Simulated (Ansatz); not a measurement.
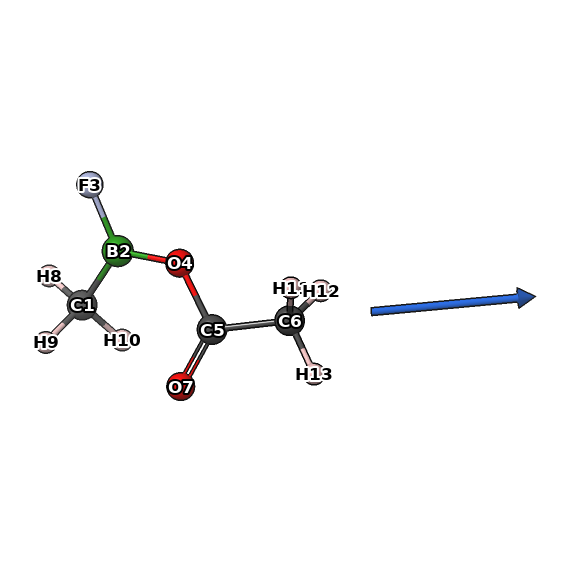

The arrow beside the molecule shows the direction of the dipole moment, from the negative to the positive end (its length means nothing). The geometry was computed by an optimisation with PBE0-D4/def2-TZVP. No frequency run is at hand to confirm it as a minimum. Method: RKS PBE-D4/def2-TZVPP (Ansatz 0.2.0).

Estimate the dipole moment.

Answer. 1.61 D; it points from the side of H9 to the side of H12 (the outermost atoms at the two ends).
